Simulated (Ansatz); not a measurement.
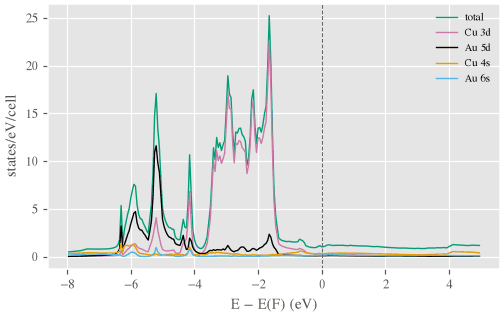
Figure. Total and projected density of states of Cu₃Au (Cu3Au type, Pm-3m), the program Ansatz at the PBE level (PAW)

Task: Which orbitals carry the states next to the Fermi level?

Result: Within 0.5 eV of the Fermi level: Cu 4s 29 %, Cu 3d 27 %, Au 6s 12 %, Au 5d 8 %, outside the projected shells 24 %. Projections are on Löwdin-orthogonalised atomic valence shells; empty p or d shells of many metals are not among them.

Task: Where is the tallest occupied peak in this window, and what makes it?

Result: Near -1.6 eV, about 25 states/eV per cell; the largest projected share is Cu 3d.

The PBE relaxation kept the symmetry of its start. The run is not spin-polarised. Scalar-relativistic: spin–orbit coupling is off unless named, which matters more the heavier the elements.

Potentials: the later of the program's two PAW sets.
